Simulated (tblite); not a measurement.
## Geometry relaxation of C$_{2}$H$_{9}$BrOSi$_{2}$ (part 2 of 3)

C$_{2}$H$_{9}$BrOSi$_{2}$; GFN2-xTB geometry optimisation, gas phase (tblite 0.8.0). It belongs to a series of runs on one base structure; here: constitutional isomer.

Geometry of the input (Å):
```
Si 2.4482  0.0015  0.2948
O  1.4184  -1.1272  -0.4536
C  0.3697  -0.6166  -1.1401
Si -0.6976  0.3779  0.0110
C  -2.5102  -0.0511  -0.1353
Br -3.4188  0.7135  1.3843
H  3.7541  0.0108  -0.3892
H  2.7228  -0.3076  1.7299
H  1.9570  1.3784  0.2697
H  -0.2006  -1.4855  -1.5773
H  0.6433  -0.0037  -2.0286
H  -0.5125  1.7971  -0.2636
H  -0.3329  0.0912  1.4281
H  -2.6798  -1.1548  -0.1144
H  -2.9657  0.3839  -1.0488
```

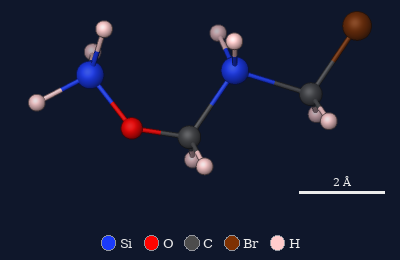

The geometry at step 87 of the log (ball-and-stick view, seen on its broad side).

## Trajectory as extended XYZ, continued
```
15
Properties=species:S:1:pos:R:3:forces:R:3 step=51 energy=-558.30055
Si    2.7181    0.0808    0.1946    0.0110  -0.0270  -0.0230
O     1.6827   -0.4430   -0.9235   -0.0230   0.0270   0.0060
C     0.2943   -0.5312   -1.0395   -0.0190  -0.0230  -0.0380
Si   -0.7686    0.4205    0.2304    0.0320   0.0060   0.0350
C    -2.5544   -0.0986   -0.2111    0.0650  -0.0060  -0.0420
Br   -3.7871    0.8645    0.9422   -0.0280   0.0400   0.0430
H     3.9499   -0.2734   -0.4906    0.0220   0.0110   0.0100
H     2.5550   -0.6177    1.4732   -0.0200   0.0210   0.0020
H     2.5759    1.5204    0.4264   -0.0310   0.0020   0.0320
H     0.0293   -1.5984   -1.0092    0.0110   0.0050   0.0210
H     0.0421   -0.1870   -2.0528   -0.0010  -0.0020   0.0090
H    -0.6382    1.8759    0.0926   -0.0110  -0.0700  -0.0220
H    -0.5181    0.0003    1.6125    0.0230  -0.0030  -0.0330
H    -2.7511   -1.1554   -0.0468    0.0010   0.0060   0.0060
H    -2.8341    0.1501   -1.2315   -0.0300   0.0130  -0.0080
15
Properties=species:S:1:pos:R:3:forces:R:3 step=56 energy=-558.30316
Si    2.7078    0.0808    0.1921   -0.0090   0.0480   0.0270
O     1.6785   -0.4460   -0.9284    0.0350  -0.0170  -0.0340
C     0.2907   -0.5364   -1.0443    0.0240   0.0170  -0.0050
Si   -0.7575    0.4174    0.2332   -0.0050  -0.0330  -0.0410
C    -2.5423   -0.0949   -0.2131   -0.0540   0.0180   0.0340
Br   -3.7737    0.8695    0.9519    0.0170   0.0040   0.0000
H     3.9508   -0.2609   -0.4799   -0.0050   0.0100   0.0130
H     2.5274   -0.6114    1.4713    0.0070  -0.0020   0.0100
H     2.5414    1.5197    0.4298    0.0000  -0.0300   0.0130
H     0.0237   -1.6016   -1.0040    0.0160  -0.0220  -0.0210
H     0.0431   -0.1912   -2.0572   -0.0430  -0.0270   0.0000
H    -0.6255    1.8668    0.0853   -0.0010   0.0220  -0.0080
H    -0.4916   -0.0100    1.6074    0.0060  -0.0060   0.0080
H    -2.7441   -1.1505   -0.0476    0.0040   0.0000   0.0020
H    -2.8333    0.1566   -1.2299    0.0080   0.0180   0.0030
15
Properties=species:S:1:pos:R:3:forces:R:3 step=62 energy=-558.30626
Si    2.6906    0.0860    0.1994   -0.0190  -0.0480   0.0020
O     1.6890   -0.4711   -0.9357   -0.0220   0.0570  -0.0070
C     0.2987   -0.5515   -1.0581    0.0120  -0.0450   0.0020
Si   -0.7474    0.4063    0.2171    0.0220   0.0000  -0.0040
C    -2.5441   -0.0835   -0.2038    0.0180  -0.0070  -0.0020
Br   -3.7472    0.8798    0.9874    0.0150  -0.0030   0.0070
H     3.9545   -0.2245   -0.4479   -0.0180  -0.0010   0.0020
H     2.5042   -0.6061    1.4791    0.0130  -0.0060  -0.0090
H     2.4886    1.5160    0.4378   -0.0130   0.0440   0.0070
H     0.0277   -1.6158   -1.0250    0.0120  -0.0330   0.0170
H     0.0433   -0.2083   -2.0688    0.0350   0.0170  -0.0370
H    -0.6201    1.8557    0.0613    0.0150   0.0240  -0.0050
H    -0.4552   -0.0180    1.5870   -0.0210  -0.0020   0.0120
H    -2.7444   -1.1406   -0.0485   -0.0390   0.0050   0.0020
H    -2.8426    0.1838   -1.2146   -0.0100  -0.0010   0.0130
15
Properties=species:S:1:pos:R:3:forces:R:3 step=67 energy=-558.30875
Si    2.6784    0.0867    0.2087   -0.0030   0.0380  -0.0100
O     1.6952   -0.4619   -0.9461   -0.0060  -0.0050   0.0180
C     0.3065   -0.5671   -1.0709   -0.0050   0.0220  -0.0160
Si   -0.7392    0.3994    0.2001   -0.0240  -0.0100   0.0060
C    -2.5461   -0.0791   -0.1959   -0.0120   0.0070  -0.0080
Br   -3.7220    0.8879    1.0197    0.0190   0.0180   0.0220
H     3.9529   -0.2012   -0.4268   -0.0120  -0.0050  -0.0070
H     2.4966   -0.6123    1.4842   -0.0040  -0.0210  -0.0100
H     2.4500    1.5149    0.4500    0.0050   0.0020   0.0170
H     0.0493   -1.6360   -1.0311    0.0170   0.0370  -0.0030
H     0.0541   -0.2235   -2.0838    0.0100  -0.0490   0.0010
H    -0.6131    1.8514    0.0351    0.0150  -0.0430   0.0020
H    -0.4390   -0.0236    1.5696   -0.0220   0.0130   0.0020
H    -2.7703   -1.1326   -0.0481    0.0280   0.0010  -0.0030
H    -2.8575    0.2051   -1.1978   -0.0040  -0.0060  -0.0100
15
Properties=species:S:1:pos:R:3:forces:R:3 step=72 energy=-558.31154
Si    2.6667    0.1019    0.2137    0.0100  -0.0340   0.0170
O     1.7005   -0.4250   -0.9654   -0.0060  -0.0020   0.0080
C     0.3152   -0.5747   -1.0859    0.0000  -0.0170   0.0280
Si   -0.7394    0.3817    0.1847    0.0010   0.0170  -0.0070
C    -2.5547   -0.0706   -0.1920   -0.0020  -0.0140  -0.0140
Br   -3.6896    0.9097    1.0513    0.0180   0.0060  -0.0030
H     3.9476   -0.1844   -0.4080    0.0090   0.0250  -0.0250
H     2.4822   -0.6356    1.4694   -0.0180   0.0120  -0.0270
H     2.4274    1.5219    0.4827    0.0090   0.0080   0.0240
H     0.0913   -1.6484   -1.0176    0.0020  -0.0130  -0.0050
H     0.0530   -0.2690   -2.1073   -0.0070  -0.0040   0.0150
H    -0.5989    1.8284    0.0161    0.0100   0.0360  -0.0050
H    -0.4406   -0.0272    1.5589   -0.0130  -0.0140  -0.0070
H    -2.7896   -1.1211   -0.0453    0.0090  -0.0190   0.0070
H    -2.8755    0.2204   -1.1885   -0.0200   0.0130  -0.0070
15
Properties=species:S:1:pos:R:3:forces:R:3 step=77 energy=-558.31323
Si    2.6717    0.1059    0.2146   -0.0180   0.0210  -0.0450
O     1.7039   -0.3967   -0.9745   -0.0160  -0.0100  -0.0010
C     0.3212   -0.5808   -1.0820   -0.0050  -0.0060  -0.0190
Si   -0.7432    0.3820    0.1758   -0.0030   0.0030   0.0010
C    -2.5614   -0.0698   -0.1969    0.0110   0.0170   0.0020
Br   -3.6740    0.9229    1.0580    0.0060  -0.0080   0.0040
H     3.9524   -0.1709   -0.4141   -0.0050   0.0270  -0.0030
H     2.4646   -0.6559    1.4474    0.0070  -0.0160   0.0400
H     2.4372    1.5242    0.5101    0.0170  -0.0350   0.0150
H     0.1204   -1.6587   -0.9992    0.0040   0.0160   0.0250
H     0.0467   -0.2979   -2.1071   -0.0020   0.0030   0.0170
H    -0.5950    1.8307    0.0122   -0.0020  -0.0130  -0.0090
H    -0.4559   -0.0327    1.5520   -0.0080   0.0010  -0.0180
H    -2.7968   -1.1200   -0.0413    0.0020   0.0250  -0.0180
H    -2.8963    0.2257   -1.1881    0.0120  -0.0270   0.0090
15
Properties=species:S:1:pos:R:3:forces:R:3 step=82 energy=-558.31410
Si    2.6696    0.1070    0.2127    0.0010  -0.0060   0.0250
O     1.7017   -0.3811   -0.9819    0.0020  -0.0030   0.0000
C     0.3212   -0.5842   -1.0833    0.0100   0.0030  -0.0010
Si   -0.7452    0.3798    0.1697    0.0050   0.0030  -0.0030
C    -2.5636   -0.0670   -0.1983   -0.0050   0.0060   0.0030
Br   -3.6602    0.9304    1.0659   -0.0100  -0.0030   0.0010
H     3.9525   -0.1566   -0.4168   -0.0110   0.0160  -0.0090
H     2.4635   -0.6635    1.4439    0.0120  -0.0080  -0.0180
H     2.4422    1.5196    0.5337   -0.0030  -0.0070   0.0000
H     0.1358   -1.6628   -0.9861   -0.0130  -0.0020   0.0080
H     0.0389   -0.3127   -2.1087    0.0020  -0.0110  -0.0010
H    -0.5899    1.8260    0.0009   -0.0060   0.0060  -0.0050
H    -0.4637   -0.0375    1.5449    0.0050   0.0010   0.0090
H    -2.8033   -1.1155   -0.0425    0.0050  -0.0010   0.0010
H    -2.9039    0.2261   -1.1874    0.0050   0.0050  -0.0120
15
Properties=species:S:1:pos:R:3:forces:R:3 step=87 energy=-558.31473
Si    2.6692    0.1058    0.2180    0.0030  -0.0120  -0.0250
O     1.7046   -0.3806   -0.9804   -0.0020   0.0040   0.0060
C     0.3253   -0.5885   -1.0826   -0.0180  -0.0080   0.0100
Si   -0.7463    0.3817    0.1618    0.0000   0.0020   0.0050
C    -2.5677   -0.0610   -0.1994    0.0090  -0.0120  -0.0070
Br   -3.6541    0.9317    1.0776   -0.0050  -0.0040  -0.0210
H     3.9507   -0.1304   -0.4231    0.0130  -0.0070  -0.0080
H     2.4682   -0.6825    1.4365    0.0160  -0.0140   0.0110
H     2.4404    1.5139    0.5498   -0.0290   0.0160   0.0190
H     0.1390   -1.6664   -0.9740    0.0060   0.0060   0.0020
H     0.0451   -0.3285   -2.1110   -0.0050  -0.0060  -0.0080
H    -0.5942    1.8274   -0.0127    0.0030   0.0070   0.0010
H    -0.4661   -0.0367    1.5380    0.0050   0.0140  -0.0030
H    -2.8056   -1.1099   -0.0443    0.0010  -0.0040   0.0020
H    -2.9130    0.2319   -1.1875    0.0030   0.0170   0.0170
15
Properties=species:S:1:pos:R:3:forces:R:3 step=92 energy=-558.31630
Si    2.6713    0.0979    0.2214   -0.0050   0.0390   0.0110
O     1.7017   -0.3716   -0.9795   -0.0230  -0.0130  -0.0020
C     0.3231   -0.5913   -1.0779    0.0210  -0.0050  -0.0060
Si   -0.7461    0.3911    0.1569   -0.0110   0.0130  -0.0070
C    -2.5654   -0.0571   -0.2034   -0.0160   0.0190   0.0240
Br   -3.6584    0.9278    1.0727   -0.0150   0.0210   0.0220
H     3.9436   -0.0953   -0.4547   -0.0020  -0.0060   0.0290
H     2.5020   -0.7180    1.4314    0.0250   0.0110  -0.0650
H     2.4164    1.4962    0.5918   -0.0090  -0.0490   0.0050
H     0.1428   -1.6666   -0.9444    0.0090  -0.0240  -0.0040
H     0.0427   -0.3575   -2.1136   -0.0020   0.0040   0.0390
H    -0.5956    1.8351   -0.0340    0.0040   0.0020   0.0140
H    -0.4668   -0.0243    1.5342    0.0110   0.0270   0.0000
H    -2.8034   -1.1058   -0.0475    0.0080  -0.0060  -0.0420
H    -2.9124    0.2473   -1.1866    0.0060  -0.0340  -0.0200
15
Properties=species:S:1:pos:R:3:forces:R:3 step=97 energy=-558.32251
Si    2.6804    0.0906    0.2175    0.0050  -0.0620  -0.0350
O     1.6879   -0.3395   -0.9801    0.0170   0.0170  -0.0260
C     0.3178   -0.6127   -1.0495    0.0060   0.0140   0.0380
Si   -0.7550    0.4267    0.1381    0.0020  -0.0200   0.0270
C    -2.5708   -0.0336   -0.2116   -0.0130  -0.0150  -0.0700
Br   -3.6883    0.9313    1.0580    0.0140  -0.0350   0.0100
H     3.9296    0.0207   -0.5216    0.0060   0.0250   0.0140
H     2.6192   -0.8459    1.3424    0.0030  -0.0230   0.0150
H     2.3649    1.4237    0.7383   -0.0220   0.0080  -0.0140
H     0.1678   -1.6819   -0.8384    0.0210   0.0300  -0.0050
H     0.0250   -0.4584   -2.0955   -0.0190   0.0120   0.0250
H    -0.6092    1.8676   -0.0745    0.0220  -0.0030  -0.0180
H    -0.4742    0.0414    1.5228    0.0180   0.0280   0.0370
H    -2.7855   -1.0912   -0.0832   -0.0440   0.0130   0.0580
H    -2.9139    0.2693   -1.1958   -0.0170   0.0120  -0.0550
15
Properties=species:S:1:pos:R:3:forces:R:3 step=103 energy=-558.32972
Si    2.6980    0.0712    0.2128   -0.0230  -0.0340   0.0100
O     1.6741   -0.2897   -0.9813    0.0200  -0.0080  -0.0290
C     0.3162   -0.6252   -1.0132    0.0230   0.0080  -0.0270
Si   -0.7715    0.4550    0.1220    0.0090  -0.0190   0.0170
C    -2.5841   -0.0156   -0.2375   -0.0180  -0.0120   0.0130
Br   -3.7050    0.9237    1.0506    0.0020   0.0130  -0.0160
H     3.9152    0.1425   -0.5750    0.0260   0.0220  -0.0040
H     2.7369   -0.9686    1.2456   -0.0070  -0.0200  -0.0100
H     2.3329    1.3288    0.8728   -0.0120   0.0040  -0.0140
H     0.2089   -1.6834   -0.7331    0.0180   0.0360   0.0030
H     0.0069   -0.5490   -2.0634   -0.0140   0.0160   0.0430
H    -0.6196    1.8897   -0.1277    0.0140  -0.0170  -0.0240
H    -0.4864    0.1110    1.5164   -0.0140   0.0260   0.0510
H    -2.7959   -1.0726   -0.1015   -0.0100  -0.0110  -0.0160
H    -2.9313    0.2902   -1.2207   -0.0140  -0.0050   0.0040
15
Properties=species:S:1:pos:R:3:forces:R:3 step=108 energy=-558.33394
Si    2.7162    0.0520    0.1953    0.0010   0.0130  -0.0060
O     1.6630   -0.2355   -0.9961   -0.0280  -0.0170   0.0170
C     0.3166   -0.6213   -0.9744    0.0250  -0.0010   0.0090
Si   -0.7860    0.4771    0.1302    0.0080  -0.0030   0.0160
C    -2.5923   -0.0092   -0.2602    0.0170  -0.0170   0.0340
Br   -3.7418    0.9205    1.0086   -0.0140   0.0400  -0.0130
H     3.9119    0.2120   -0.6143   -0.0010   0.0220   0.0040
H     2.8110   -1.0665    1.1405   -0.0260   0.0080  -0.0270
H     2.3365    1.2509    0.9541    0.0070  -0.0410  -0.0180
H     0.2562   -1.6656   -0.6369   -0.0020   0.0230  -0.0080
H    -0.0302   -0.6077   -2.0143    0.0320   0.0140  -0.0030
H    -0.6239    1.9079   -0.1355   -0.0080  -0.0190  -0.0460
H    -0.5123    0.1792    1.5394   -0.0440  -0.0040   0.0140
H    -2.7969   -1.0668   -0.1176    0.0100  -0.0310  -0.0210
H    -2.9325    0.2812   -1.2520    0.0240   0.0150   0.0470
15
Properties=species:S:1:pos:R:3:forces:R:3 step=113 energy=-558.33826
Si    2.7316    0.0367    0.1898    0.0180   0.0210   0.0220
O     1.6570   -0.2080   -0.9908    0.0120  -0.0170   0.0100
C     0.3222   -0.6274   -0.9496   -0.0040   0.0090  -0.0190
Si   -0.7966    0.4861    0.1240    0.0030   0.0030  -0.0080
C    -2.6014   -0.0072   -0.2613   -0.0040   0.0180   0.0020
Br   -3.7464    0.9334    1.0061   -0.0020  -0.0290   0.0000
H     3.8992    0.3107   -0.6320   -0.0190  -0.0120   0.0170
H     2.8781   -1.1414    1.0548   -0.0080   0.0290  -0.0450
H     2.3253    1.1664    1.0339    0.0070  -0.0200   0.0070
H     0.2845   -1.6595   -0.5772    0.0030  -0.0110  -0.0200
H    -0.0230   -0.6506   -1.9901   -0.0090  -0.0050   0.0240
H    -0.6325    1.9034   -0.2034   -0.0060  -0.0020  -0.0090
H    -0.5519    0.2321    1.5470   -0.0080   0.0000   0.0000
H    -2.8064   -1.0682   -0.1389   -0.0200   0.0310   0.0380
H    -2.9440    0.3016   -1.2455    0.0360  -0.0140  -0.0180
15
Properties=species:S:1:pos:R:3:forces:R:3 step=118 energy=-558.33979
Si    2.7439    0.0274    0.1809   -0.0030  -0.0070  -0.0240
O     1.6492   -0.1949   -0.9857   -0.0060   0.0270  -0.0160
C     0.3201   -0.6285   -0.9216   -0.0070  -0.0160   0.0390
Si   -0.8023    0.5034    0.1296   -0.0010   0.0010   0.0000
C    -2.6006   -0.0001   -0.2693   -0.0040  -0.0060  -0.0030
Br   -3.7735    0.9268    0.9796   -0.0100   0.0150  -0.0020
H     3.8817    0.3804   -0.6478    0.0150   0.0090  -0.0160
H     2.9435   -1.1946    0.9611    0.0120  -0.0460   0.0300
H     2.3258    1.0854    1.1026   -0.0110   0.0340   0.0290
H     0.2973   -1.6531   -0.5290   -0.0030  -0.0120   0.0130
H    -0.0408   -0.6809   -1.9536    0.0050   0.0130  -0.0540
H    -0.6415    1.9119   -0.2356    0.0060   0.0020   0.0050
H    -0.5792    0.2846    1.5620    0.0090  -0.0020  -0.0120
H    -2.8039   -1.0604   -0.1438    0.0010  -0.0060   0.0130
H    -2.9241    0.3009   -1.2625   -0.0030  -0.0050   0.0010
```
